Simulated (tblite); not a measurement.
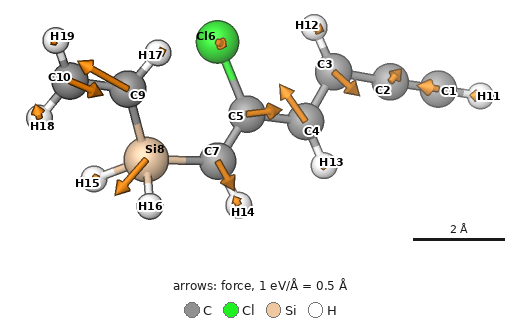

Starting geometry of C$_{8}$H$_{9}$ClSi with the computed forces as orange arrows. The picture is a ball-and-stick view, seen from a free direction.

The calculation used GFN2-xTB geometry optimisation, gas phase (tblite). 

Question: What follows when this structure is relaxed?

Answer: It isn't relaxed: the largest force vector, on C9, is 2.83 eV/Å. The final displacements have little in common with the starting forces (cosine between the two patterns 0.11). The energy falls by 56.4 kJ/mol in 130 geometry steps. The atom that moves furthest after the best rigid fit is H17 (1.33 Å). By element the largest moves are H 1.33 Å, Cl 0.95 Å, C 0.48 Å, Si 0.23 Å. Some distances before and after: C7–Si8 1.806 → 1.884 Å, Si8–C9 1.822 → 1.885 Å, C4–C5 1.482 → 1.440 Å, Cl6–Si8 3.244 → 3.204 Å. Among the angles between lasting bonds that change: Si8–C9–H17 126.6° → 117.0°, C2–C3–H12 123.7° → 116.1°, H18–C10–H19 123.1° → 115.6°. Groups turn about C7–Si8 by about 40°, Si8–C9 by about 30°.
